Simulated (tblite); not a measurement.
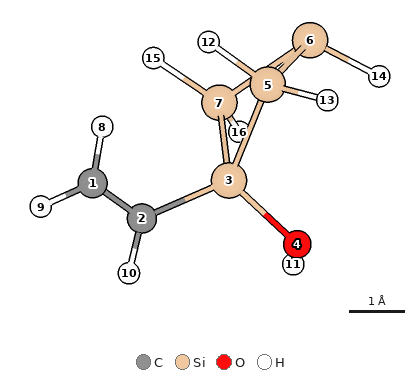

**Figure 1.** The structure as given in the input (ball-and-stick view, seen at a tilt; atoms are numbered from 1 in the order of the input).

## C$_{2}$H$_{9}$OSi$_{4}$: geometry relaxation (part 1 of 2)

System: C$_{2}$H$_{9}$OSi$_{4}$, multiplicity 2, SMILES C=C[Si]1(O)[SiH2][SiH][SiH2]1.
Method: GFN2-xTB geometry optimisation, gas phase (tblite 0.8.0).

It belongs to a series of runs on one base structure; here: H removed from Si.

Log:
```
step      E/eV     max force
  0    -536.12668    2.460
  1    -536.46006    1.174
  2    -536.56217    0.999
  3    -536.62696    1.244
  4    -536.75066    0.898
  5    -536.81591    0.628
  6    -536.85773    0.628
  7    -536.91055    0.566
  8    -536.95023    0.601
  9    -536.97299    0.394
 10    -536.98715    0.410
 11    -537.00157    0.360
 12    -537.01602    0.311
 13    -537.02467    0.217
 14    -537.02926    0.167
 15    -537.03282    0.155
 16    -537.03686    0.160
 17    -537.04264    0.184
 18    -537.04949    0.203
 19    -537.05556    0.179
 20    -537.06001    0.169
 21    -537.06406    0.202
 22    -537.06924    0.208
 23    -537.07696    0.271
 24    -537.08651    0.279
 25    -537.09626    0.275
 26    -537.10548    0.236
 27    -537.11331    0.232
 28    -537.12042    0.220
 29    -537.12608    0.154
 30    -537.12870    0.235
 31    -537.13035    0.202
 32    -537.13257    0.108
 33    -537.13498    0.092
 34    -537.13732    0.095
 35    -537.13978    0.137
 36    -537.14250    0.145
 37    -537.14537    0.139
 38    -537.15000    0.175
 39    -537.15505    0.166
 40    -537.15875    0.151
 41    -537.16148    0.121
 42    -537.16387    0.097
 43    -537.16611    0.097
 44    -537.16806    0.112
 45    -537.16984    0.120
 46    -537.17187    0.129
 47    -537.17438    0.133
 48    -537.17635    0.110
 49    -537.17843    0.220
 50    -537.17975    0.139
 51    -537.18151    0.093
 52    -537.18251    0.107
 53    -537.18458    0.144
 54    -537.18586    0.107
 55    -537.18697    0.066
 56    -537.18788    0.077
 57    -537.18884    0.087
 58    -537.18973    0.078
 59    -537.19070    0.089
 60    -537.19179    0.094
 61    -537.19291    0.113
 62    -537.19396    0.098
 63    -537.19508    0.093
 64    -537.19655    0.124
 65    -537.19849    0.128
 66    -537.20059    0.122
 67    -537.20240    0.100
 68    -537.20359    0.109
 69    -537.20470    0.098
 70    -537.20584    0.106
 71    -537.20788    0.096
 72    -537.20909    0.103
 73    -537.21156    0.129
 74    -537.21428    0.149
 75    -537.21686    0.135
 76    -537.21845    0.084
 77    -537.21954    0.079
 78    -537.22049    0.094
 79    -537.22150    0.090
 80    -537.22284    0.086
 81    -537.22373    0.084
 82    -537.22513    0.079
 83    -537.22638    0.075
 84    -537.22737    0.064
 85    -537.22793    0.062
 86    -537.22842    0.062
 87    -537.22894    0.081
 88    -537.22950    0.073
 89    -537.23000    0.052
 90    -537.23042    0.065
 91    -537.23085    0.070
 92    -537.23129    0.057
 93    -537.23161    0.042
 94    -537.23182    0.048
 95    -537.23202    0.047
 96    -537.23238    0.056
 97    -537.23279    0.053
 98    -537.23318    0.043
 99    -537.23346    0.041
100    -537.23366    0.040
101    -537.23386    0.038
102    -537.23403    0.030
103    -537.23416    0.030
104    -537.23429    0.033
105    -537.23449    0.041
106    -537.23480    0.058
107    -537.23518    0.042
108    -537.23554    0.045
109    -537.23580    0.035
110    -537.23599    0.040
111    -537.23614    0.026
112    -537.23628    0.030
113    -537.23640    0.028
114    -537.23653    0.030
115    -537.23667    0.023
116    -537.23678    0.025
117    -537.23689    0.024
118    -537.23700    0.032
119    -537.23712    0.025
120    -537.23718    0.011
121    -537.23721    0.010
122    -537.23722    0.010
```

Trajectory as extended XYZ (Å, eV, eV/Å), 14 of the 123 frames kept, from step=0 to step=122:
```
16
Properties=species:S:1:pos:R:3:forces:R:3 step=0 energy=-536.12668
C     1.8405   -0.7161    1.7567   -0.4310   0.4590  -0.2150
C     1.4036   -1.2134    0.5932    1.3370  -0.5490   1.3530
Si    0.2791   -0.3386   -0.5342    0.5980  -0.7800  -2.2220
O     0.4528   -0.7697   -2.2081   -1.3070  -1.1960   1.7070
Si    0.1152    1.8735   -0.2438    1.2800   1.6460  -0.9910
Si   -2.0762    1.6365   -0.7130   -1.4630   1.4020  -0.4300
Si   -1.8668   -0.4198    0.1420   -1.3410  -1.5370   0.4500
H     1.5262    0.2908    2.1134    0.3160  -0.9260  -0.3750
H     2.5093   -1.2512    2.4207   -0.1770   0.0580  -0.1290
H     1.7401   -2.2049    0.3079    0.0960  -0.0080   0.0760
H    -0.0805   -1.5954   -2.3926    1.0910   1.4820   0.0350
H     0.3438    2.2637    1.1240    0.2110   0.2930   0.3490
H     0.7977    2.6777   -1.2650    0.2030   0.2160   0.3420
H    -2.2487    1.5198   -2.1704   -0.0790   0.0810  -0.1410
H    -2.0374   -0.3481    1.5971   -0.0710  -0.2700  -0.0480
H    -2.7065   -1.3959   -0.5395   -0.2640  -0.3720   0.2400
16
Properties=species:S:1:pos:R:3:forces:R:3 step=9 energy=-536.97299
C     1.8726   -0.7516    1.7689   -0.0640  -0.0530  -0.0660
C     1.4871   -1.2671    0.6073   -0.0930   0.1010   0.2110
Si    0.2390   -0.3402   -0.4779    0.2480  -0.2190  -0.1500
O     0.4160   -0.8035   -2.0557    0.0220   0.1380   0.0290
Si    0.1458    2.0167   -0.4042    0.1960  -0.3000  -0.1630
Si   -2.1630    1.7250   -0.7013   -0.0350   0.1420   0.0750
Si   -2.0266   -0.4712    0.0883    0.0770  -0.1580   0.0840
H     1.5451    0.2351    2.0633    0.0490  -0.0750   0.0710
H     2.5101   -1.2696    2.4739   -0.0110   0.0620  -0.1240
H     1.8414   -2.2641    0.3527   -0.0910   0.1380  -0.1000
H    -0.0083   -1.5586   -2.4558    0.0610   0.0490   0.1520
H     0.4203    2.3584    1.0030    0.0250   0.1880  -0.0420
H     0.9859    2.8906   -1.2343   -0.0180  -0.0160   0.1120
H    -2.3069    1.5824   -2.1705   -0.1660   0.0860  -0.1290
H    -2.1153   -0.4983    1.5583   -0.1760  -0.0760  -0.0580
H    -2.8511   -1.5749   -0.4273   -0.0240  -0.0100   0.0990
16
Properties=species:S:1:pos:R:3:forces:R:3 step=19 energy=-537.05556
C     1.8716   -0.7632    1.7916    0.0740  -0.0130  -0.0310
C     1.4782   -1.2605    0.6274   -0.1220  -0.0410   0.0030
Si    0.2428   -0.3574   -0.4746    0.0610  -0.0300   0.1660
O     0.4387   -0.7571   -2.0630   -0.0330  -0.0030   0.0480
Si    0.2184    1.9809   -0.4520   -0.1350  -0.0950  -0.0690
Si   -2.1138    1.7196   -0.7130   -0.0870   0.0290   0.0700
Si   -2.0430   -0.5043    0.0893    0.0760   0.0730  -0.0450
H     1.5431    0.2103    2.1323    0.0270  -0.1190  -0.0600
H     2.5567   -1.2798    2.4482   -0.0490  -0.0050   0.0010
H     1.8222   -2.2507    0.3308    0.0380   0.1650   0.0480
H     0.0751   -1.5618   -2.4200    0.0760  -0.0200  -0.0130
H     0.4404    2.4544    0.9271    0.0220   0.0220   0.0220
H     1.0474    2.8901   -1.2465    0.0350  -0.0560  -0.0710
H    -2.4732    1.6900   -2.1588   -0.0420   0.0420   0.0470
H    -2.2414   -0.5701    1.5491    0.0040   0.0360  -0.0550
H    -2.8709   -1.6315   -0.3795    0.0550   0.0160  -0.0600
16
Properties=species:S:1:pos:R:3:forces:R:3 step=28 energy=-537.12042
C     1.9005   -0.8082    1.8363    0.0080  -0.0420  -0.0270
C     1.4615   -1.2739    0.6763    0.0530   0.0390  -0.1730
Si    0.2245   -0.3472   -0.4026    0.0840  -0.0370   0.1140
O     0.4263   -0.7228   -1.9943    0.0750   0.0390  -0.0780
Si    0.1923    1.9816   -0.5203   -0.1590  -0.1360  -0.0670
Si   -2.1668    1.7477   -0.6754    0.0500   0.0010   0.0310
Si   -2.0586   -0.4945    0.0656   -0.0010   0.1010  -0.0770
H     1.5447    0.1354    2.2292    0.0700  -0.1430   0.0090
H     2.6322   -1.3413    2.4283   -0.0850   0.0960   0.0460
H     1.8638   -2.2164    0.3073   -0.0470   0.0730   0.0780
H     0.3296   -1.5939   -2.3660    0.0000  -0.0630   0.0790
H     0.4706    2.5579    0.8075    0.0250   0.0720   0.0300
H     1.1201    2.6974   -1.4017   -0.0240   0.0430  -0.0540
H    -2.7843    1.9165   -2.0212    0.0530   0.0110   0.0840
H    -2.3887   -0.5719    1.4923   -0.0130   0.0040   0.1040
H    -2.7752   -1.6574   -0.4727   -0.0900  -0.0580  -0.1000
16
Properties=species:S:1:pos:R:3:forces:R:3 step=38 energy=-537.15000
C     1.9300   -0.8442    1.8537   -0.1090  -0.0500   0.0930
C     1.5033   -1.2643    0.6727   -0.0640  -0.0390  -0.0140
Si    0.2262   -0.3485   -0.3697    0.0240   0.0700   0.0630
O     0.4741   -0.7295   -1.9585   -0.0080  -0.1230   0.0010
Si    0.1621    1.9729   -0.5730   -0.0120   0.0150   0.0410
Si   -2.1869    1.7665   -0.6099    0.0080  -0.0320  -0.0760
Si   -2.0911   -0.5011    0.0367    0.1170   0.0660  -0.1120
H     1.5538    0.0672    2.2897    0.0220   0.0540  -0.0060
H     2.6378   -1.3914    2.4588    0.0280   0.0090  -0.0550
H     1.9007   -2.2008    0.2888    0.0160   0.0380  -0.0090
H     0.4990   -1.6382   -2.2452    0.0060   0.0030  -0.0370
H     0.4956    2.6689    0.6873    0.0420   0.0150  -0.0070
H     1.0720    2.6023   -1.5400   -0.0620   0.0470  -0.0410
H    -2.9263    2.0796   -1.8637    0.0500  -0.0080   0.0810
H    -2.4747   -0.5873    1.4520   -0.0190  -0.0970   0.0580
H    -2.7832   -1.6431   -0.5913   -0.0380   0.0330   0.0200
16
Properties=species:S:1:pos:R:3:forces:R:3 step=47 energy=-537.17438
C     1.9132   -0.8867    1.8941    0.0570   0.0810   0.0580
C     1.5035   -1.2655    0.6945    0.0040   0.0100  -0.0130
Si    0.2503   -0.3319   -0.3591   -0.0360  -0.0010   0.0270
O     0.5223   -0.8003   -1.9207   -0.0170   0.1240  -0.0160
Si    0.1453    1.9966   -0.6033   -0.0080  -0.0370   0.0060
Si   -2.1888    1.7753   -0.5527    0.0080  -0.0330   0.0270
Si   -2.0775   -0.5071    0.0092    0.0390   0.0830  -0.0960
H     1.5553    0.0201    2.3512   -0.1060   0.0470   0.0340
H     2.6405   -1.4327    2.4748    0.0150  -0.0650  -0.0210
H     1.9349   -2.1708    0.2759   -0.0410  -0.0300   0.0060
H     0.6349   -1.7150   -2.1527    0.0050  -0.1140  -0.0400
H     0.5709    2.7794    0.5765    0.0430  -0.0380  -0.0320
H     0.9318    2.5800   -1.6953    0.0150   0.0570  -0.0390
H    -3.0066    2.2229   -1.7030    0.0060  -0.0090   0.0160
H    -2.5187   -0.6885    1.3969    0.0000  -0.0620   0.1110
H    -2.8187   -1.5671   -0.6977    0.0150  -0.0140  -0.0250
16
Properties=species:S:1:pos:R:3:forces:R:3 step=56 energy=-537.18788
C     1.8926   -0.8785    1.9187   -0.0100   0.0130   0.0070
C     1.4928   -1.2474    0.7120   -0.0260  -0.0130   0.0000
Si    0.2545   -0.3307   -0.3721   -0.0360  -0.0010  -0.0380
O     0.5315   -0.8346   -1.9219    0.0110   0.0740  -0.0170
Si    0.1485    1.9959   -0.6337    0.0090   0.0270   0.0110
Si   -2.1862    1.7927   -0.4863    0.0250   0.0140  -0.0200
Si   -2.0684   -0.4987    0.0045    0.0280   0.0090  -0.0330
H     1.5103    0.0097    2.3950    0.0040   0.0260   0.0000
H     2.6234   -1.4413    2.4804   -0.0360   0.0170   0.0480
H     1.9194   -2.1584    0.3020    0.0310  -0.0100  -0.0380
H     0.6590   -1.7533   -2.1361   -0.0090  -0.0380  -0.0090
H     0.6653    2.7694    0.5133    0.0170  -0.0240   0.0040
H     0.8287    2.6296   -1.7703    0.0210  -0.0160  -0.0320
H    -3.0028    2.2535   -1.6363    0.0040  -0.0270   0.0670
H    -2.4690   -0.7876    1.3892   -0.0330  -0.0230   0.0440
H    -2.8073   -1.5115   -0.7699    0.0020  -0.0280   0.0070
16
Properties=species:S:1:pos:R:3:forces:R:3 step=66 energy=-537.20059
C     1.8375   -0.8657    1.9439   -0.0210   0.0130  -0.0190
C     1.4805   -1.2243    0.7202    0.0310   0.0310   0.0220
Si    0.2664   -0.3202   -0.3963   -0.0560  -0.0470  -0.0580
O     0.5704   -0.8361   -1.9373   -0.0190   0.1080   0.0420
Si    0.1782    1.9930   -0.6855   -0.0390   0.0510   0.0030
Si   -2.1553    1.8053   -0.3935    0.0620   0.0240  -0.0160
Si   -2.0566   -0.4999    0.0002    0.0730  -0.0680  -0.0240
H     1.4416    0.0228    2.4082   -0.0350   0.0150   0.0170
H     2.5422   -1.4314    2.5361   -0.0200   0.0200  -0.0080
H     1.9303   -2.1193    0.3044    0.0450  -0.0920   0.0070
H     0.6916   -1.7585   -2.1322    0.0000  -0.1120  -0.0490
H     0.7955    2.7471    0.4244   -0.0160   0.0300  -0.0370
H     0.7882    2.5917   -1.8853   -0.0140  -0.0210   0.0580
H    -3.0756    2.2941   -1.4472    0.0150   0.0180   0.0330
H    -2.4828   -0.8880    1.3541    0.0020   0.0180   0.0390
H    -2.7597   -1.5016   -0.8256   -0.0060   0.0120  -0.0120
```
